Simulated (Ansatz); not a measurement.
# Rh(111) with 4 thermally displaced layers, 2x2: scattering by thermal displacements, part 2 of 2

Aim: the resistivity of Rh at 500 K from frozen thermal displacements between perfect leads.

Ansatz 0.2.0; Ansatz plane-wave DFT, PBE, PAW files; ballistic transport by layer matching (Landauer), zero bias; PAW set soft_1.

So far, open channels per spin nearest the Fermi level: step 2 (with 4 displaced layers) 7.1.

### Step 3. With 8 displaced layers

System of this step: Rh(111) with 8 thermally displaced layers, 2x2. The cell holds 56 atoms: 56 Rh. Cell: a = 5.378 Å, b = 5.378 Å, c = 30.779 Å, α = 87.5°, β = 92.5°, γ = 120.0°. It derives from Rh. Regions: lead, 24 atoms (24 Rh); scattering region, 32 atoms (32 Rh). The structure is stacked along c, and the current runs across the ab planes.

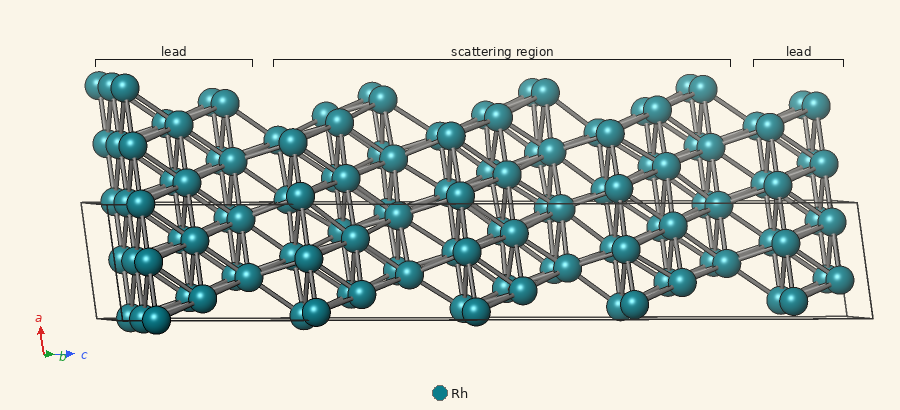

The cell of this step (rhodium blue). 2×1×1 cells are drawn. Some periodic images of atoms are drawn too.

input.yaml reads:

```yaml
crystal:
  lattice:
    - [5.3783955991, 0.0, 0.0]
    - [-2.6891977995, 4.6578272204, 0.0]
    - [-1.3445988998, 0.7763045367, 30.7400913226]
  atoms:
    - { symbol: Rh, position: [0.005952381, 0.994047619, 0.0357142857] }
    - { symbol: Rh, position: [0.005952381, 0.494047619, 0.0357142857] }
    - { symbol: Rh, position: [0.505952381, 0.994047619, 0.0357142857] }
    - { symbol: Rh, position: [0.505952381, 0.494047619, 0.0357142857] }
    - { symbol: Rh, position: [0.1845238095, 0.3154761905, 0.1071428571] }
    - { symbol: Rh, position: [0.1845238095, 0.8154761905, 0.1071428571] }
    - { symbol: Rh, position: [0.6845238095, 0.3154761905, 0.1071428571] }
    - { symbol: Rh, position: [0.6845238095, 0.8154761905, 0.1071428571] }
    - { symbol: Rh, position: [0.3630952381, 0.1369047619, 0.1785714286] }
    - { symbol: Rh, position: [0.3630952381, 0.6369047619, 0.1785714286] }
    - { symbol: Rh, position: [0.8630952381, 0.1369047619, 0.1785714286] }
    - { symbol: Rh, position: [0.8630952381, 0.6369047619, 0.1785714286] }
    - { symbol: Rh, position: [0.0684855017, 0.9740630337, 0.250652169] }
    - { symbol: Rh, position: [0.0292368173, 0.4580800278, 0.2511979744] }
    - { symbol: Rh, position: [0.5307391925, 0.9629612286, 0.2507844407] }
    - { symbol: Rh, position: [0.5415946611, 0.4442737122, 0.2487924859] }
    - { symbol: Rh, position: [0.2091708897, 0.2651444292, 0.324602673] }
    - { symbol: Rh, position: [0.216968099, 0.7838024793, 0.3209567129] }
    - { symbol: Rh, position: [0.7448971065, 0.2954709852, 0.3225843508] }
    - { symbol: Rh, position: [0.6977768635, 0.7801805749, 0.3226762025] }
    - { symbol: Rh, position: [0.4061140663, 0.0931945871, 0.3961820572] }
    - { symbol: Rh, position: [0.3813383558, 0.592939003, 0.3945634775] }
    - { symbol: Rh, position: [0.9114363615, 0.1252488677, 0.3932011639] }
    - { symbol: Rh, position: [0.8895998983, 0.5969751712, 0.3908659548] }
    - { symbol: Rh, position: [0.06802775, 0.9300346235, 0.4653462601] }
    - { symbol: Rh, position: [0.0868528219, 0.4130172549, 0.4673680977] }
    - { symbol: Rh, position: [0.5837325461, 0.9417119944, 0.463495941] }
    - { symbol: Rh, position: [0.5715277553, 0.4253136175, 0.466167971] }
    - { symbol: Rh, position: [0.2536978827, 0.2374037509, 0.5332667485] }
    - { symbol: Rh, position: [0.2446626441, 0.7498006437, 0.5375203727] }
    - { symbol: Rh, position: [0.7480347948, 0.2308430226, 0.5373074648] }
    - { symbol: Rh, position: [0.7384929257, 0.735270936, 0.5368475559] }
    - { symbol: Rh, position: [0.413204684, 0.0703063181, 0.6060814445] }
    - { symbol: Rh, position: [0.4352692078, 0.5645030107, 0.6075116875] }
    - { symbol: Rh, position: [0.9376294662, 0.0559106152, 0.6097359493] }
    - { symbol: Rh, position: [0.9475319381, 0.5752833628, 0.60926857] }
    - { symbol: Rh, position: [0.1264155393, 0.8970473956, 0.6787093763] }
    - { symbol: Rh, position: [0.0971668257, 0.3855123947, 0.6771671727] }
    - { symbol: Rh, position: [0.5996395397, 0.8901903474, 0.6775339058] }
    - { symbol: Rh, position: [0.5961554082, 0.3742617863, 0.679061252] }
    - { symbol: Rh, position: [0.3033668409, 0.2242645246, 0.7499746077] }
    - { symbol: Rh, position: [0.3113268652, 0.724871634, 0.7520988904] }
    - { symbol: Rh, position: [0.7744987829, 0.2230276394, 0.7506197587] }
    - { symbol: Rh, position: [0.7984384199, 0.7126877817, 0.7506984779] }
    - { symbol: Rh, position: [0.4702380952, 0.0297619048, 0.8214285714] }
    - { symbol: Rh, position: [0.4702380952, 0.5297619048, 0.8214285714] }
    - { symbol: Rh, position: [0.9702380952, 0.0297619048, 0.8214285714] }
    - { symbol: Rh, position: [0.9702380952, 0.5297619048, 0.8214285714] }
    - { symbol: Rh, position: [0.1488095238, 0.8511904762, 0.8928571429] }
    - { symbol: Rh, position: [0.1488095238, 0.3511904762, 0.8928571429] }
    - { symbol: Rh, position: [0.6488095238, 0.8511904762, 0.8928571429] }
    - { symbol: Rh, position: [0.6488095238, 0.3511904762, 0.8928571429] }
    - { symbol: Rh, position: [0.3273809524, 0.1726190476, 0.9642857143] }
    - { symbol: Rh, position: [0.3273809524, 0.6726190476, 0.9642857143] }
    - { symbol: Rh, position: [0.8273809524, 0.1726190476, 0.9642857143] }
    - { symbol: Rh, position: [0.8273809524, 0.6726190476, 0.9642857143] }
kpoints:
  mp_grid: { grid: [5, 5, 1] }
hamiltonian:
  xc: pbe
  pseudopotentials: { kind: paw, azcp: { folder: soft_1 } }
scf:
  occupations: { method: fermi_dirac, width: 0.1 }
output:
  transmission:
    leads: [[0, 4]]
    kmesh: [10, 10]
    e_range: [-0.05, 0.05]
    de: 0.05
  write_potential: true
  write_density: true
  volumetric_format: npy
```

Launch:

```
$ ansatz run input.yaml --threads 4 --pin off --max-ram 15360MiB --backend cpu --events-out ev --progress --plain --runs-dir out
```

Numbers of over 12 decimals in the logs are rounded to 6 here.

What it wrote:

```text
[...]
Crystal: 56 atoms, lattice volume = 770.090 Å³
Basis set: ecut = 420 eV, 14937 PW (Γ)
Bands: 572, of which v1, the nominal top of the filled ones, is band 476 counted from 1 (475 counted from 0)
Symmetry: 1 space group operations
[...]
k-points: 13 of 25 (time reversal used)
[...]
SCF iter   1: F=—  HF=-358589.485858 eV  |F-HF|=—  |Δ(HF+E_count)|=         —  Δρ=1.10e-1  dr2=8.59e1  ethr=3.10e-3  ⟨swp⟩=4.5  Hψ=21037  notcnv=0  defer=84
[...]
SCF iter   9: F=-358563.691391 eV  HF=-358563.691391 eV  |F-HF|=4.89e-8  |Δ(HF+E_count)|=   1.08e-8  Δρ=2.36e-6  dr2=6.48e-8  ethr=1.05e-11  ⟨swp⟩=6.9  Hψ=19826  notcnv=0
SCF 1 converged in 9 iterations: F = -358563.691391 eV  dr2 = 6.48e-8
[...]
transmission: 292 of 2912 steps passed
transmission: 584 of 2912 steps passed
[...]
transmission: 2912 of 2912 steps passed
SCF converged after 9 iterations
Free energy (F): -358563.691391 eV
[...]
Internal energy: -358561.160863 eV  (E = F + TS)
E sigma→0 (E₀):  -358562.426127 eV
Entropy (-TS):   -2.530528 eV (-45.188 meV/atom)
Fermi energy:    22.424511 eV
[...]
--- Band table (eV; the first three rows and the last of 13) ---
  k-point 0: bands = [... 472 lower, 22.9699, 22.9717, 22.9755, 22.9798, 22.9863, 22.9928, 23.0016, 23.0025, ... 92 higher]
  k-point 1: bands = [... 472 lower, 22.6243, 22.6397, 22.6576, 22.6623, 22.6754, 22.6883, 22.7036, 22.7185, ... 92 higher]
  k-point 2: bands = [... 472 lower, 21.9132, 21.9192, 21.9697, 22.0160, 22.0546, 22.0983, 22.1301, 22.1611, ... 92 higher]
  k-point 12: bands = [... 472 lower, 22.3808, 22.3866, 22.3978, 22.4178, 22.4395, 22.4605, 22.4760, 22.4859, ... 92 higher]
--- Transmission ---
  basis      : 211 plane waves across, 56 finite elements along
  points     : 52, standing for a mesh of 10 x 10
[...]
channels       : 7.200000e0 a spin
[...]
junction   : crystal 0 to crystal 0, 0.70 to 29.24 Å
    transmission   : 5.441918e0 a spin
[...]
```

Elapsed: 11 min, on 4 threads of Arm Neoverse V2, shared host; peak memory 8.6 GiB.

This step gave:

| Item | Value |
| --- | --- |
| free energy | -358563.6914 eV |
| energy at zero smearing | -358562.4261 eV |
| Fermi energy | 22.42 eV |
| transmission per spin nearest the Fermi level | 5.442 |
| open channels per spin nearest the Fermi level | 7.2 |
| step of the lead's potential | 3.8 meV |

Per spin. Table of transmission, zone mean by energy, zero at the Fermi level:

```csv
energy (eV),"transmission, zone mean"
-0.0500,5.25
0.0000,5.44
0.0500,5.44
```

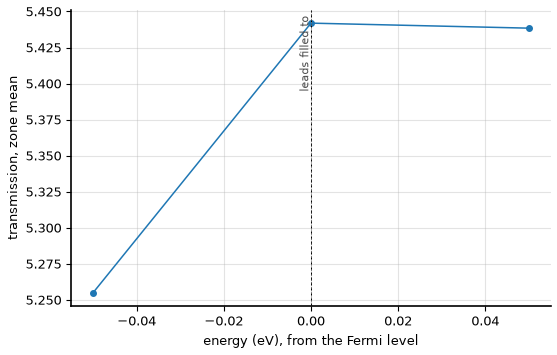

Transmission, zone mean against energy.

Over the solved energies the transmission per spin lies between 5.25 and 5.44, out of 7 channels of the lead on average (up to 7.2).

### Step 4. With 12 displaced layers

System of this step: Rh(111) with 12 thermally displaced layers, 2x2. The cell holds 72 atoms: 72 Rh. Its edges and angles: a = 5.378 Å, b = 5.378 Å, c = 39.523 Å, α = 90.0°, β = 90.0°, γ = 120.0°. It derives from Rh. Regions: lead, 24 atoms (24 Rh); scattering region, 48 atoms (48 Rh). The structure is stacked along c, and the current runs across the ab planes.

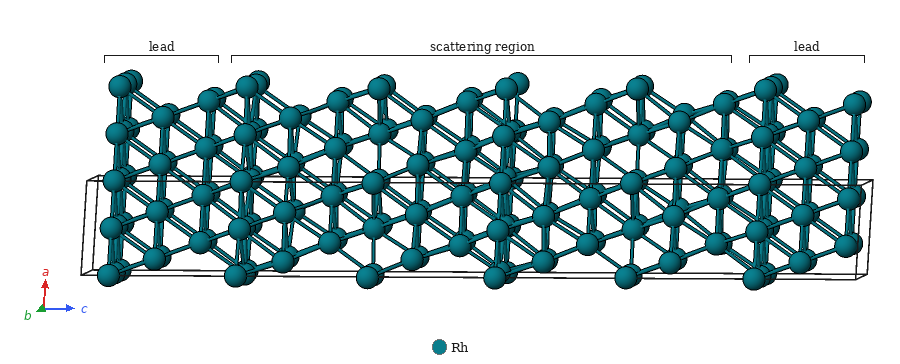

The cell of this step (rhodium blue). 2×1×1 cells are drawn. Some periodic images of atoms are drawn too.

input.yaml reads:

```yaml
crystal:
  lattice:
    - [5.3783955991, 0.0, 0.0]
    - [-2.6891977995, 4.6578272204, 0.0]
    - [0.0, 0.0, 39.5229745576]
  atoms:
    - { symbol: Rh, position: [0.0, 0.0, 0.0277777778] }
    - { symbol: Rh, position: [0.0, 0.5, 0.0277777778] }
    - { symbol: Rh, position: [0.5, 0.0, 0.0277777778] }
    - { symbol: Rh, position: [0.5, 0.5, 0.0277777778] }
    - { symbol: Rh, position: [0.1666666667, 0.3333333333, 0.0833333333] }
    - { symbol: Rh, position: [0.1666666667, 0.8333333333, 0.0833333333] }
    - { symbol: Rh, position: [0.6666666667, 0.3333333333, 0.0833333333] }
    - { symbol: Rh, position: [0.6666666667, 0.8333333333, 0.0833333333] }
    - { symbol: Rh, position: [0.3333333333, 0.1666666667, 0.1388888889] }
    - { symbol: Rh, position: [0.3333333333, 0.6666666667, 0.1388888889] }
    - { symbol: Rh, position: [0.8333333333, 0.1666666667, 0.1388888889] }
    - { symbol: Rh, position: [0.8333333333, 0.6666666667, 0.1388888889] }
    - { symbol: Rh, position: [0.0011701925, 0.9956774431, 0.1917453869] }
    - { symbol: Rh, position: [0.9940241711, 0.4903202903, 0.1959775582] }
    - { symbol: Rh, position: [0.4974908487, 0.0010053318, 0.193238569] }
    - { symbol: Rh, position: [0.4946047896, 0.4998611021, 0.1923361995] }
    - { symbol: Rh, position: [0.1691640559, 0.3320558567, 0.2483170664] }
    - { symbol: Rh, position: [0.1447427037, 0.8395122545, 0.2495776286] }
    - { symbol: Rh, position: [0.659716652, 0.3304892153, 0.2525781878] }
    - { symbol: Rh, position: [0.6666688432, 0.8343765287, 0.2478893455] }
    - { symbol: Rh, position: [0.3560398434, 0.1777163935, 0.3070698935] }
    - { symbol: Rh, position: [0.3393504032, 0.6777063589, 0.3060820534] }
    - { symbol: Rh, position: [0.8388123936, 0.1648337374, 0.3034636148] }
    - { symbol: Rh, position: [0.8324124206, 0.6433630641, 0.305215005] }
    - { symbol: Rh, position: [0.9915870224, 0.9874403591, 0.3619813382] }
    - { symbol: Rh, position: [0.995279871, 0.4947385952, 0.3618489407] }
    - { symbol: Rh, position: [0.5033933696, 0.0167281202, 0.3616099436] }
    - { symbol: Rh, position: [0.4833449002, 0.476584329, 0.3592549713] }
    - { symbol: Rh, position: [0.177697522, 0.3327238855, 0.4162648174] }
    - { symbol: Rh, position: [0.1760819162, 0.8178858027, 0.4158354221] }
    - { symbol: Rh, position: [0.6652683696, 0.340394861, 0.4157248879] }
    - { symbol: Rh, position: [0.650602982, 0.8140017861, 0.4177018578] }
    - { symbol: Rh, position: [0.3388727067, 0.1609294439, 0.4724540563] }
    - { symbol: Rh, position: [0.3170099819, 0.6609844054, 0.4741779962] }
    - { symbol: Rh, position: [0.848661378, 0.1944914292, 0.471104932] }
    - { symbol: Rh, position: [0.8382083817, 0.6643121007, 0.4730253073] }
    - { symbol: Rh, position: [0.9965454034, 0.9932412349, 0.526546339] }
    - { symbol: Rh, position: [0.0315128266, 0.4990684981, 0.5249154607] }
    - { symbol: Rh, position: [0.497318106, 0.0081659421, 0.5270680983] }
    - { symbol: Rh, position: [0.5202255416, 0.5120723402, 0.5275615582] }
    - { symbol: Rh, position: [0.1556908443, 0.3212320559, 0.5823398463] }
    - { symbol: Rh, position: [0.1585544209, 0.8478384279, 0.5855910706] }
    - { symbol: Rh, position: [0.6464494488, 0.3191017856, 0.5808232226] }
    - { symbol: Rh, position: [0.6379082091, 0.7959223006, 0.5817120569] }
    - { symbol: Rh, position: [0.3447785363, 0.1625035745, 0.6401018302] }
    - { symbol: Rh, position: [0.3388356758, 0.687871187, 0.6391716459] }
    - { symbol: Rh, position: [0.8447190767, 0.1974066749, 0.6384283546] }
    - { symbol: Rh, position: [0.8218118949, 0.669098361, 0.638833769] }
    - { symbol: Rh, position: [0.0055718714, 0.9889003418, 0.6955866073] }
    - { symbol: Rh, position: [0.0048734834, 0.491958737, 0.6946761424] }
    - { symbol: Rh, position: [0.5054611264, 0.0282516379, 0.6934450345] }
    - { symbol: Rh, position: [0.488856274, 0.487163626, 0.6939531824] }
    - { symbol: Rh, position: [0.1712287977, 0.3425801685, 0.7491335149] }
    - { symbol: Rh, position: [0.1561993414, 0.816273905, 0.7488256391] }
    - { symbol: Rh, position: [0.7016796562, 0.3458735006, 0.7488908975] }
    - { symbol: Rh, position: [0.6468429997, 0.8215839438, 0.7499692134] }
    - { symbol: Rh, position: [0.3292132047, 0.157701992, 0.8037294754] }
    - { symbol: Rh, position: [0.3508885821, 0.6721065208, 0.8050239181] }
    - { symbol: Rh, position: [0.8278431617, 0.1602892895, 0.8013883235] }
    - { symbol: Rh, position: [0.8280931516, 0.6537736114, 0.8041324107] }
    - { symbol: Rh, position: [0.0, 0.0, 0.8611111111] }
    - { symbol: Rh, position: [0.0, 0.5, 0.8611111111] }
    - { symbol: Rh, position: [0.5, 0.0, 0.8611111111] }
    - { symbol: Rh, position: [0.5, 0.5, 0.8611111111] }
    - { symbol: Rh, position: [0.1666666667, 0.3333333333, 0.9166666667] }
    - { symbol: Rh, position: [0.1666666667, 0.8333333333, 0.9166666667] }
    - { symbol: Rh, position: [0.6666666667, 0.3333333333, 0.9166666667] }
    - { symbol: Rh, position: [0.6666666667, 0.8333333333, 0.9166666667] }
    - { symbol: Rh, position: [0.3333333333, 0.1666666667, 0.9722222222] }
    - { symbol: Rh, position: [0.3333333333, 0.6666666667, 0.9722222222] }
    - { symbol: Rh, position: [0.8333333333, 0.1666666667, 0.9722222222] }
    - { symbol: Rh, position: [0.8333333333, 0.6666666667, 0.9722222222] }
kpoints:
  mp_grid: { grid: [5, 5, 1] }
hamiltonian:
  xc: pbe
  pseudopotentials: { kind: paw, azcp: { folder: soft_1 } }
scf:
  occupations: { method: fermi_dirac, width: 0.1 }
output:
  transmission:
    leads: [[0, 4]]
    kmesh: [10, 10]
    e_range: [-0.05, 0.05]
    de: 0.05
  write_potential: true
  write_density: true
  volumetric_format: npy
```

What it wrote:

```text
[...]
Crystal: 72 atoms, lattice volume = 990.115 Å³
Basis set: ecut = 420 eV, 19231 PW (Γ)
Bands: 735, of which v1, the nominal top of the filled ones, is band 612 counted from 1 (611 counted from 0)
Symmetry: 1 space group operations
[...]
k-points: 13 of 25 (time reversal used)
[...]
SCF iter   1: F=—  HF=-461042.668910 eV  |F-HF|=—  |Δ(HF+E_count)|=         —  Δρ=1.09e-1  dr2=1.10e2  ethr=3.10e-3  ⟨swp⟩=4.5  Hψ=26902  notcnv=0  defer=123
[...]
SCF iter  10: F=-461009.695968 eV  HF=-461009.695968 eV  |F-HF|=4.77e-9  |Δ(HF+E_count)|=   6.98e-9  Δρ=5.53e-7  dr2=5.94e-9  ethr=8.17e-12  ⟨swp⟩=7.9  Hψ=24089  notcnv=0
SCF 1 converged in 10 iterations: F = -461009.695968 eV  dr2 = 5.94e-9
[...]
transmission: 366 of 3640 steps passed
transmission: 728 of 3640 steps passed
[...]
transmission: 3640 of 3640 steps passed
SCF converged after 10 iterations
Free energy (F): -461009.695968 eV
[...]
Internal energy: -461006.489506 eV  (E = F + TS)
E sigma→0 (E₀):  -461008.092737 eV
Entropy (-TS):   -3.206462 eV (-44.534 meV/atom)
Fermi energy:    22.429594 eV
[...]
--- Band table (eV; the first three rows and the last of 13) ---
  k-point 0: bands = [... 608 lower, 22.9623, 22.9658, 22.9698, 22.9712, 22.9788, 22.9822, 22.9852, 22.9864, ... 119 higher]
  k-point 1: bands = [... 608 lower, 22.6357, 22.6426, 22.6477, 22.6692, 22.6719, 22.6865, 22.6914, 22.7008, ... 119 higher]
  k-point 2: bands = [... 608 lower, 21.9459, 21.9872, 22.0010, 22.0126, 22.0487, 22.0591, 22.0962, 22.1113, ... 119 higher]
  k-point 12: bands = [... 608 lower, 22.4006, 22.4111, 22.4160, 22.4386, 22.4455, 22.4618, 22.4720, 22.4831, ... 119 higher]
--- Transmission ---
  basis      : 211 plane waves across, 70 finite elements along
  points     : 52, standing for a mesh of 10 x 10
[...]
channels       : 7.200000e0 a spin
[...]
junction   : crystal 0 to crystal 0, 0.70 to 38.03 Å
    transmission   : 4.690272e0 a spin
[...]
```

Wall time 19 min (4 threads); peak memory 7.4 GiB.

This step gave:

```yaml
free_energy: -461009.6960 eV
energy_at_zero_smearing: -461008.0927 eV
fermi_energy: 22.43 eV
transmission_per_spin_nearest_the_fermi_level: 4.690
step_of_the_lead_s_potential: 5.9 meV
```

Per spin. Table of transmission, zone mean by energy, zero at the Fermi level:

```
energy (eV)  transmission, zone mean
    -0.0500                     4.50
     0.0000                     4.69
     0.0500                     4.77
```

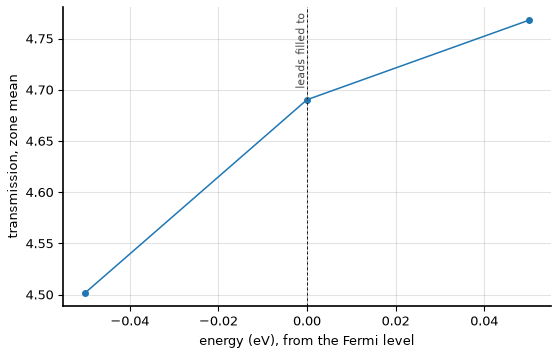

Transmission, zone mean, plotted against energy.

Over the solved energies the transmission per spin lies between 4.50 and 4.77, out of 7 channels of the lead on average (up to 7.2).

### Step 5. The fit

This step: Ansatz plane-wave DFT, PBE, PAW files; ballistic transport by layer matching (Landauer), zero bias; resistivity from the slope of the area resistance; PAW set soft_1 (Ansatz 0.2.0).

Numbers from this step:

```
resistivity           : 9.995 µΩ cm
intercept             : -0.03240 fΩ m²
scatter about the fit : 0.002775 fΩ m²
```

Resistance, by row:

| run | length (Å) | T | channels N | RA (fΩ m²) |
| --- | --- | --- | --- | --- |
| n4 | 8.783 | 6.2 | 6.967 | 0.05736 |
| n8 | 17.57 | 5.378 | 7 | 0.1393 |
| n12 | 26.35 | 4.653 | 7 | 0.2329 |

Area resistance against length of the displaced region:

```csv
length of the displaced region (Å),area resistance (fΩ m²)
8.78,0.0574
17.57,0.139
26.35,0.233
```

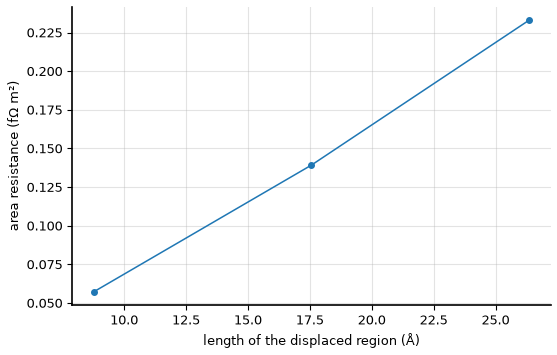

Area resistance against length of the displaced region.

The area resistance goes from 0.057 to 0.23 fΩ m² between 8.8 and 26.3 Å, a slope of 10.0 µΩ cm.

By hand from the end points: (0.2329 − 0.05736) fΩ m² / (26.35 − 8.78) Å = 10.0 µΩ cm, since 1 fΩ m² per Å is 1000 µΩ cm.

### Step 6. Summary of results

- resistivity from the slope: 10.00 µΩ cm
- area resistance over 8.78 Å: 0.0574 fΩ m²
- area resistance over 17.6 Å: 0.139 fΩ m²
- area resistance over 26.3 Å: 0.233 fΩ m²

**Reading.** The slope gives 10.0 µΩ cm. The points scatter by 0.0028 fΩ m² about the line, with one random draw a length in a 2x2 cell, so the slope is a rough value. The mean square of the displacements drawn is 0.78, 0.99 and 1.2 of the nominal one at the three lengths; with each resistance scaled back by that, the slope is 7.1 µΩ cm, the value used below. Read with a model of isotropic scattering on a spherical Fermi surface and the lead's 2.2×10¹⁵ S/m², this slope means a mean free path near 53 Å; over these lengths the model's slope is 1.08 times its bulk resistivity, which would be 6.5 µΩ cm. Uncorrelated displacements put too much weight on short waves, which scatter strongly; with the sideways repeat of a small cell, one draw and three short lengths, the method is good to a factor of two or three.

[Logs are printed without paths, hosts, clocks, repeated set-up lines and the standing remarks that a program may print on its own settings, such as how far it seeks lower states.]

[Hosts, paths, dates, database ids (printed as entryN), source tags and the programs' standing remarks are cut or masked in the printed files.]
